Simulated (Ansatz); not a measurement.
**Geometry relaxation of C$_{2}$H$_{10}$O$_{2}$Si$_{2}$ (part 2 of 2)**

C$_{2}$H$_{10}$O$_{2}$Si$_{2}$, SMILES OCOC[SiH2][SiH3]; RKS B3LYP/6-31G* (Ansatz 0.2.0). It belongs to a series of runs on one base structure; here: end point A relaxed.

Geometry of the input (Å):
```
O  0.1735  -2.9816  -1.0549
C  1.3034  -2.2159  -0.7964
O  1.0632  -0.8273  -1.0295
C  0.3176  -0.2314  -0.0221
Si -0.1001  1.5822  -0.2517
Si -1.5002  2.2432  1.4857
H  0.0488  -2.8881  -2.0279
H  1.6651  -2.3852  0.2280
H  2.1023  -2.5427  -1.4251
H  0.7116  -0.3907  0.9862
H  -0.7264  -0.7710  -0.0013
H  1.1847  2.3812  -0.1583
H  -0.8051  1.8819  -1.5636
H  -0.8775  1.9668  2.8156
H  -1.8182  3.6634  1.4100
H  -2.7655  1.4926  1.4495
```

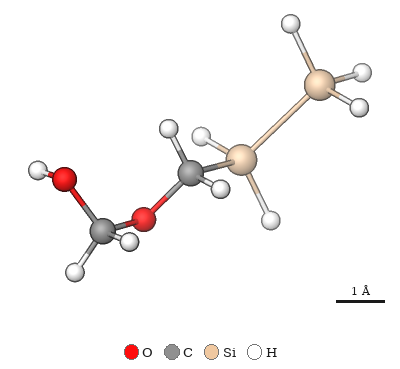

The geometry at step 5 of the log (ball-and-stick view, seen at a tilt).

Output, continued:
```
relax step  10: F+E_penalty+E_count = -22085.64170790 eV  Δ(F+E_penalty+E_count) = -3.333e-5 eV  max|allowed force component| = 8.147e-3 eV/Å  Δτ_max = 0.0045 Å  (23 SCF iters, accepted)
1295 factors; integrals over basis functions are off by at most 7.3e-4 eV
mean field -22085.64170790 eV, -811.6323625796 hartree, gradient 9.1e-6 eV, S^2 0.000000; 1 other end points of the search recorded, 0 dependent functions left out
the calculation of the forces begins
reference -22085.64200757 eV, -811.6323735925 hartree; 33, 33 occupied and 85, 85 virtual orbitals, 1295 factors
Total energy: -22085.64200757 eV, -811.6323735925 hartree
Atom 0 at     0.265363    -2.994510    -1.151762 Å, force    -0.000661     0.002677    -0.004855 eV/Å
Atom 1 at     1.383352    -2.184027    -0.886454 Å, force     0.001092    -0.008147    -0.002411 eV/Å
Atom 2 at     1.101343    -0.806203    -0.926381 Å, force    -0.002191     0.002193     0.005178 eV/Å
Atom 3 at     0.217105    -0.368465     0.111880 Å, force     0.003597     0.000440    -0.004108 eV/Å
Atom 4 at    -0.123676     1.487474    -0.168406 Å, force     0.000863     0.000990     0.001366 eV/Å
Atom 5 at    -1.541831     2.358583     1.497477 Å, force     0.000711     0.000113    -0.004657 eV/Å
Atom 6 at    -0.026618    -2.792424    -2.055962 Å, force     0.000763    -0.000893     0.004038 eV/Å
Atom 7 at     1.730107    -2.488366     0.110232 Å, force    -0.000283     0.000939    -0.000249 eV/Å
Atom 8 at     2.182868    -2.328767    -1.624246 Å, force    -0.000041     0.001176     0.000943 eV/Å
Atom 9 at     0.678040    -0.535628     1.100023 Å, force    -0.001700    -0.000573     0.000774 eV/Å
Atom 10 at    -0.716716    -0.947035     0.091456 Å, force     0.000216     0.001356     0.001465 eV/Å
Atom 11 at     1.166841     2.230978    -0.162462 Å, force    -0.000119     0.000379    -0.000975 eV/Å
Atom 12 at    -0.754975     1.670433    -1.505460 Å, force    -0.000789     0.000779     0.001268 eV/Å
Atom 13 at    -0.944613     2.193119     2.852987 Å, force    -0.000301     0.000558    -0.001478 eV/Å
Atom 14 at    -1.775795     3.812068     1.269496 Å, force    -0.000899    -0.002987     0.001552 eV/Å
Atom 15 at    -2.863595     1.670171     1.491783 Å, force    -0.000258     0.001001     0.002149 eV/Å
Dipole moment:     0.029445    -0.072933    -0.080177 e Å
```

Trajectory as extended XYZ (Å, eV, eV/Å), 10 frames, from step=1 to step=10:
```
16
Properties=species:S:1:pos:R:3:forces:R:3 step=1 energy=-22085.30536
O     0.1735   -2.9816   -1.0549   -0.3745  -0.1897  -0.5195
C     1.3034   -2.2159   -0.7964   -0.1010   0.6205   0.4614
O     1.0632   -0.8273   -1.0295    1.4680  -0.6080  -0.5241
C     0.3176   -0.2314   -0.0221   -3.1443  -1.1904   0.3545
Si   -0.1001    1.5822   -0.2517    0.5226   0.7927  -0.5197
Si   -1.5002    2.2432    1.4857    0.2008  -0.4399   0.3769
H     0.0488   -2.8881   -2.0279   -0.1973  -0.2018   0.6864
H     1.6651   -2.3852    0.2280   -0.5796   0.0035   0.1616
H     2.1023   -2.5427   -1.4251    0.8451   0.2477  -0.9183
H     0.7116   -0.3907    0.9862    0.4062  -0.0429   0.1818
H    -0.7264   -0.7710   -0.0013    1.4049   0.7972   0.2101
H     1.1847    2.3812   -0.1583   -0.3861  -0.0880  -0.1758
H    -0.8051    1.8819   -1.5636    0.3376  -0.1835   0.3641
H    -0.8775    1.9668    2.8156    0.0163   0.0468  -0.0528
H    -1.8182    3.6634    1.4100   -0.0936   0.6077  -0.0504
H    -2.7655    1.4926    1.4495   -0.3251  -0.1720  -0.0362
16
Properties=species:S:1:pos:R:3:forces:R:3 step=2 energy=-22085.57304
O     0.1923   -2.9868   -1.0621   -0.0643  -0.0378  -0.3023
C     1.3222   -2.2024   -0.8114    0.0917   0.3656   0.2701
O     1.0796   -0.8153   -0.9949    0.4568  -0.4113  -0.3151
C     0.2445   -0.2701   -0.0008   -1.0322  -0.2959   0.4701
Si   -0.0737    1.5805   -0.2464   -0.0246   0.2623  -0.2933
Si   -1.5067    2.2312    1.5019    0.1238   0.0235   0.0016
H     0.0053   -2.8693   -2.0139   -0.1087  -0.1161   0.2829
H     1.6298   -2.3911    0.2287   -0.1662  -0.0964  -0.0696
H     2.1485   -2.4607   -1.4772    0.1184   0.1294  -0.1851
H     0.6792   -0.4010    1.0038    0.1356  -0.0965   0.0552
H    -0.7504   -0.8037    0.0408    0.7076   0.3677  -0.1174
H     1.1843    2.3976   -0.2315   -0.1018  -0.1754   0.0748
H    -0.7147    1.8282   -1.5772    0.0032  -0.0373   0.1295
H    -0.8683    1.9758    2.8263   -0.0228  -0.0013  -0.0229
H    -1.8030    3.6780    1.4026   -0.0627   0.1666   0.0273
H    -2.7916    1.4864    1.4555   -0.0537  -0.0472  -0.0056
16
Properties=species:S:1:pos:R:3:forces:R:3 step=3 energy=-22085.57986
O     0.2847   -3.0347   -1.1058   -0.1523  -0.1944   0.1664
C     1.4054   -2.2223   -0.8509   -0.7180   0.4650  -0.1291
O     1.1077   -0.8381   -0.9041    0.1947   0.2968  -0.2364
C     0.1977   -0.2966    0.0687    0.3787  -0.5911   0.0060
Si   -0.1035    1.5552   -0.2300    0.1236   0.0294   0.0451
Si   -1.5218    2.3033    1.4970   -0.0281   0.0616  -0.0280
H    -0.1027   -2.8223   -1.9760    0.3848   0.1388   0.1722
H     1.7627   -2.5129    0.1421   -0.0186  -0.0909   0.0906
H     2.1932   -2.3639   -1.5985    0.0677   0.0627  -0.0134
H     0.5898   -0.4607    1.0902   -0.0627   0.0167  -0.0884
H    -0.7680   -0.8050    0.0099   -0.1689  -0.2232   0.0573
H     1.1819    2.3050   -0.1996    0.0078   0.0227  -0.0021
H    -0.7313    1.7641   -1.5622   -0.0277   0.0005  -0.0250
H    -0.8927    2.0710    2.8296   -0.0098   0.0023  -0.0278
H    -1.8020    3.7609    1.3638   -0.0059  -0.0161   0.0099
H    -2.8238    1.5743    1.4700    0.0347   0.0191   0.0027
16
Properties=species:S:1:pos:R:3:forces:R:3 step=4 energy=-22085.62881
O     0.2400   -2.9979   -1.0874    0.0755  -0.0447   0.2111
C     1.3669   -2.1956   -0.8495    0.1301   0.0901  -0.0046
O     1.1107   -0.8128   -0.9606   -0.0243  -0.0772  -0.0154
C     0.2235   -0.3291    0.0472   -0.0216   0.1080   0.2062
Si   -0.1005    1.5312   -0.2154   -0.0418   0.1632   0.0005
Si   -1.5230    2.3247    1.4902    0.0044  -0.0950   0.0145
H    -0.0381   -2.8346   -1.9974   -0.0976   0.0332  -0.2832
H     1.6874   -2.4505    0.1708    0.0437  -0.0044  -0.0586
H     2.1799   -2.3834   -1.5682   -0.1012  -0.0303   0.0854
H     0.6586   -0.4933    1.0507   -0.0152  -0.0002  -0.0662
H    -0.7298   -0.8728    0.0282   -0.0182  -0.0756  -0.0324
H     1.1745    2.2995   -0.1831    0.0369  -0.0397  -0.0270
H    -0.7446    1.7560   -1.5392    0.0229  -0.0274  -0.0308
H    -0.8904    2.0756    2.8166   -0.0267   0.0182   0.0294
H    -1.8243    3.7819    1.3898    0.0468  -0.0479  -0.0587
H    -2.8136    1.5788    1.4515   -0.0138   0.0298   0.0298
16
Properties=species:S:1:pos:R:3:forces:R:3 step=5 energy=-22085.63425
O     0.2390   -2.9891   -1.0846   -0.1414   0.0530  -0.3818
C     1.3635   -2.1821   -0.8475    0.0994   0.0523  -0.0419
O     1.1023   -0.8013   -0.9524   -0.0005  -0.1095   0.0167
C     0.2161   -0.3235    0.0615   -0.0207   0.0956   0.0304
Si   -0.0982    1.5377   -0.2201   -0.0331  -0.0678   0.0512
Si   -1.5227    2.3022    1.4944   -0.0044   0.0656  -0.0173
H    -0.0444   -2.8241   -2.0073    0.1032  -0.0653   0.3498
H     1.6948   -2.4442    0.1667    0.0147   0.0095  -0.0156
H     2.1696   -2.3674   -1.5699   -0.0178  -0.0247   0.0170
H     0.6567   -0.4870    1.0603    0.0034   0.0059  -0.0078
H    -0.7318   -0.8788    0.0409   -0.0053  -0.0086  -0.0103
H     1.1918    2.2820   -0.2011   -0.0065  -0.0031   0.0150
H    -0.7286    1.7450   -1.5540   -0.0076  -0.0009   0.0094
H    -0.9055    2.0715    2.8318    0.0058   0.0079  -0.0076
H    -1.8006    3.7600    1.3569   -0.0015  -0.0171   0.0073
H    -2.8250    1.5765    1.4685    0.0123   0.0070  -0.0145
16
Properties=species:S:1:pos:R:3:forces:R:3 step=6 energy=-22085.63970
O     0.2597   -2.9977   -1.1012    0.0202   0.0197  -0.0077
C     1.3786   -2.1775   -0.8674   -0.0063  -0.0534   0.0132
O     1.0934   -0.8027   -0.9393    0.0244  -0.0035  -0.0380
C     0.2036   -0.3465    0.0824   -0.0334   0.0140   0.0306
Si   -0.1092    1.5138   -0.1945   -0.0090  -0.0066   0.0044
Si   -1.5274    2.3324    1.4916   -0.0242   0.0089   0.0288
H    -0.0363   -2.8217   -2.0094   -0.0129  -0.0081  -0.0009
H     1.7364   -2.4559    0.1336   -0.0090   0.0041  -0.0100
H     2.1699   -2.3407   -1.6094    0.0188   0.0047  -0.0044
H     0.6438   -0.5193    1.0792    0.0139   0.0009  -0.0021
H    -0.7409   -0.9081    0.0523    0.0102   0.0022  -0.0052
H     1.1842    2.2500   -0.1736    0.0180   0.0008   0.0019
H    -0.7351    1.7197   -1.5298   -0.0046  -0.0050  -0.0138
H    -0.9181    2.1217    2.8351   -0.0016   0.0063   0.0107
H    -1.7887    3.7885    1.3254    0.0040   0.0118  -0.0104
H    -2.8369    1.6214    1.4691   -0.0085   0.0030   0.0028
16
Properties=species:S:1:pos:R:3:forces:R:3 step=7 energy=-22085.64101
O     0.2589   -2.9950   -1.1253   -0.0010   0.0011  -0.0021
C     1.3800   -2.1841   -0.8746   -0.0069  -0.0018   0.0051
O     1.1032   -0.8058   -0.9371   -0.0164   0.0139   0.0135
C     0.2153   -0.3523    0.0914    0.0093  -0.0268   0.0089
Si   -0.1182    1.5046   -0.1841    0.0312  -0.0057  -0.0248
Si   -1.5365    2.3431    1.4962   -0.0089  -0.0011   0.0141
H    -0.0356   -2.8056   -2.0313    0.0044   0.0015  -0.0028
H     1.7257   -2.4735    0.1270    0.0012   0.0044  -0.0028
H     2.1787   -2.3442   -1.6098    0.0043   0.0018  -0.0066
H     0.6671   -0.5186    1.0841    0.0049  -0.0015   0.0011
H    -0.7222   -0.9240    0.0692   -0.0120  -0.0101  -0.0016
H     1.1758    2.2418   -0.1708   -0.0055   0.0125   0.0026
H    -0.7458    1.6995   -1.5211   -0.0053   0.0020   0.0022
H    -0.9315    2.1509    2.8449   -0.0033   0.0037  -0.0021
H    -1.7861    3.7988    1.3046    0.0032   0.0022  -0.0066
H    -2.8515    1.6416    1.4809    0.0007   0.0040   0.0018
16
Properties=species:S:1:pos:R:3:forces:R:3 step=8 energy=-22085.64157
O     0.2642   -2.9962   -1.1435    0.0114  -0.0009   0.0282
C     1.3834   -2.1850   -0.8835   -0.0096  -0.0088  -0.0038
O     1.1026   -0.8070   -0.9309   -0.0178   0.0119   0.0201
C     0.2165   -0.3638    0.1049    0.0403  -0.0223  -0.0162
Si   -0.1223    1.4923   -0.1733   -0.0032   0.0112   0.0038
Si   -1.5409    2.3541    1.4971   -0.0002  -0.0007   0.0016
H    -0.0310   -2.7977   -2.0468   -0.0009   0.0087  -0.0257
H     1.7299   -2.4848    0.1148    0.0006   0.0048  -0.0038
H     2.1826   -2.3349   -1.6208   -0.0042   0.0036   0.0023
H     0.6761   -0.5300    1.0940   -0.0049   0.0008  -0.0010
H    -0.7168   -0.9422    0.0843   -0.0147  -0.0003   0.0024
H     1.1680    2.2365   -0.1615   -0.0023  -0.0033  -0.0059
H    -0.7546    1.6828   -1.5089    0.0056  -0.0041   0.0004
H    -0.9421    2.1798    2.8511   -0.0035   0.0030  -0.0053
H    -1.7764    3.8090    1.2788    0.0006  -0.0071   0.0015
H    -2.8622    1.6644    1.4884    0.0029   0.0033   0.0015
16
Properties=species:S:1:pos:R:3:forces:R:3 step=9 energy=-22085.64167
O     0.2657   -2.9955   -1.1490    0.0100   0.0005   0.0195
C     1.3839   -2.1841   -0.8862   -0.0039  -0.0144  -0.0023
O     1.1014   -0.8065   -0.9281   -0.0105   0.0101   0.0131
C     0.2166   -0.3677    0.1099    0.0208  -0.0100  -0.0089
Si   -0.1232    1.4884   -0.1690   -0.0016   0.0063  -0.0066
Si   -1.5422    2.3578    1.4972   -0.0005   0.0047   0.0036
H    -0.0280   -2.7948   -2.0524   -0.0043   0.0050  -0.0190
H     1.7315   -2.4871    0.1107   -0.0004   0.0029  -0.0027
H     2.1828   -2.3302   -1.6246   -0.0022   0.0032   0.0026
H     0.6776   -0.5347    1.0981   -0.0036  -0.0015  -0.0003
H    -0.7168   -0.9467    0.0894   -0.0045   0.0022   0.0024
H     1.1675    2.2315   -0.1626   -0.0008  -0.0005   0.0025
H    -0.7536    1.6740   -1.5062   -0.0019  -0.0014   0.0012
H    -0.9452    2.1899    2.8526   -0.0008  -0.0004  -0.0031
H    -1.7759    3.8121    1.2731    0.0018  -0.0056  -0.0016
H    -2.8649    1.6710    1.4913    0.0025  -0.0011  -0.0005
16
Properties=species:S:1:pos:R:3:forces:R:3 step=10 energy=-22085.64171
O     0.2654   -2.9945   -1.1518   -0.0007   0.0027  -0.0049
C     1.3834   -2.1840   -0.8865    0.0011  -0.0081  -0.0024
O     1.1013   -0.8062   -0.9264   -0.0022   0.0022   0.0052
C     0.2171   -0.3685    0.1119    0.0036   0.0004  -0.0041
Si   -0.1237    1.4875   -0.1684    0.0009   0.0010   0.0014
Si   -1.5418    2.3586    1.4975    0.0007   0.0001  -0.0047
H    -0.0266   -2.7924   -2.0560    0.0008  -0.0009   0.0040
H     1.7301   -2.4884    0.1102   -0.0003   0.0009  -0.0002
H     2.1829   -2.3288   -1.6242    0.0000   0.0012   0.0009
H     0.6780   -0.5356    1.1000   -0.0017  -0.0006   0.0008
H    -0.7167   -0.9470    0.0915    0.0002   0.0014   0.0015
H     1.1668    2.2310   -0.1625   -0.0001   0.0004  -0.0010
H    -0.7550    1.6704   -1.5055   -0.0008   0.0008   0.0013
H    -0.9446    2.1931    2.8530   -0.0003   0.0006  -0.0015
H    -1.7758    3.8121    1.2695   -0.0009  -0.0030   0.0016
H    -2.8636    1.6702    1.4918   -0.0003   0.0010   0.0021
```

Results in brief:

| quantity | value |
| --- | --- |
| outcome | converged |
| total energy | −22085.6420 eV |
| mean-field energy | −22085.6420 eV |
| largest force (length of the vector) at the end | 0.009 eV/Å |
| hardware | 2 threads of Arm Neoverse V2, 24 GiB of memory available, shared host |
| wall time | 50 s (CPU time 96 s) |
| peak memory | 0.3 GiB |
